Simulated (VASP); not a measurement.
Band structure of TiCo (space group Pm-3m). All values below come from PBE GGA, VASP's PBE PAW potentials (set 64) (plane waves; VASP).

The run has a spin-polarised start.

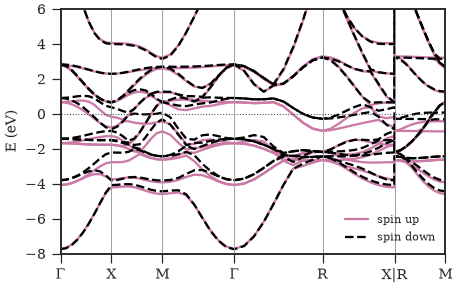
Figure. Bands along high-symmetry lines, zero at the valence-band maximum or, without a gap, the Fermi level

Read the plot: is there a gap, and where are the band edges?

It has no gap at this level: it comes out as a metal or semimetal.

The structure comes from a computed database's TiCo entry; how it stands against other phases isn't given here. The cell was not relaxed at this level.
